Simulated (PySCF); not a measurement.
# C3H7AlO: the cost of one run

Computed with PySCF 2.14.0, with density-fitted response routines of our own, on a single molecule in the gas phase. Atoms count from 0, in the outputs and in this text.

## Step 1: The molecule as given

12 atoms, charge 0, multiplicity 1; geometry from: PBE0-D3(BJ)/def2-SVP.

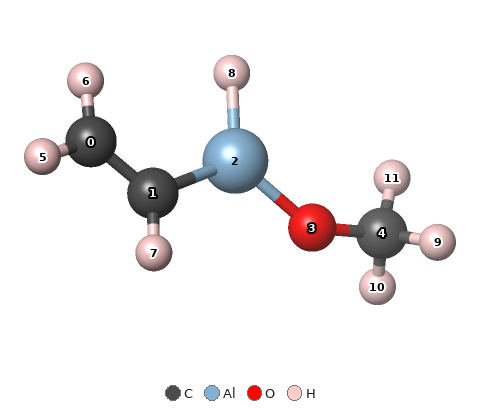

As it starts; carbon dark grey, aluminium light blue, oxygen red, hydrogen pink, atoms numbered.

## Step 2: X-ray photoelectron lines: SCAN, X2C

What the job is given:

```
{"job": {"kind": "xps"}, "charge": 0, "multiplicity": 1}
C     -2.917961     0.006023    -0.184981
C     -1.699283    -0.341981    -0.628909
Al    -0.127032     0.221622     0.349513
O      1.406025    -0.205954    -0.241275
C      2.749137    -0.066269     0.070951
H     -3.845153    -0.283746    -0.696630
H     -3.054349     0.605829     0.724998
H     -1.650229    -0.943646    -1.546789
H     -0.257325     1.072956     1.685282
H      3.221252    -1.053275     0.225003
H      3.293078     0.429578    -0.753004
H      2.921558     0.530391     0.987634
```

With the program's defaults for keys left out, this is: delta-SCF UKS SCAN, pcX-2 on the ionised atom, pcseg-1 elsewhere, spin-free X2C.

Started as:

```bash
$ OMP_NUM_THREADS=1 python probes_run.py task.json out
```

One launch serves the whole session: the jobs run in the order shown.

**Question.** How long does this first job take on 1 thread of Arm Neoverse V1, shared host, and how much memory does it need?

About 34 s, with a peak of 0.48 GiB.
